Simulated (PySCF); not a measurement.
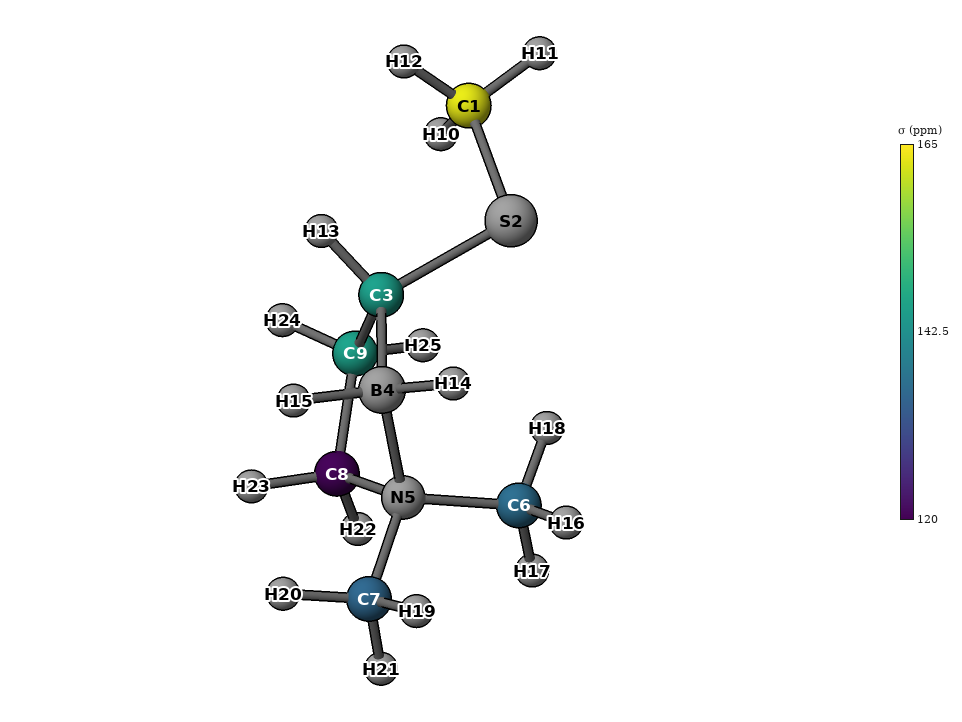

Atoms are coloured by their isotropic NMR shieldings (C only, the others grey). The geometry was computed by an optimisation with GFN2-xTB. No frequency run is at hand to confirm it as a minimum. Properties computed with GIAO PBE0/pcSseg-1 NMR shielding, non-relativistic, gas phase (PySCF 2.14.0).

Q: Which C atom is the most shielded (lowest chemical shift)?

A: C1 (163.0 ppm).

Q: Which C atom is the least shielded (highest chemical shift)?

A: C8 (120.5 ppm).

Q: How wide is the range of C shifts?

A: 42.5 ppm.

List the isotropic NMR shieldings of the C atoms.

| atom | σ (ppm) |
| --- | --- |
| C1 | 163.0 |
| C3 | 145.0 |
| C6 | 136.1 |
| C7 | 135.0 |
| C8 | 120.5 |
| C9 | 145.4 |

The geometry is semi-empirical. Around B such bond lengths and angles can be off by a tenth of an ångström or more and by several degrees, and values that hang on the shape move with them.
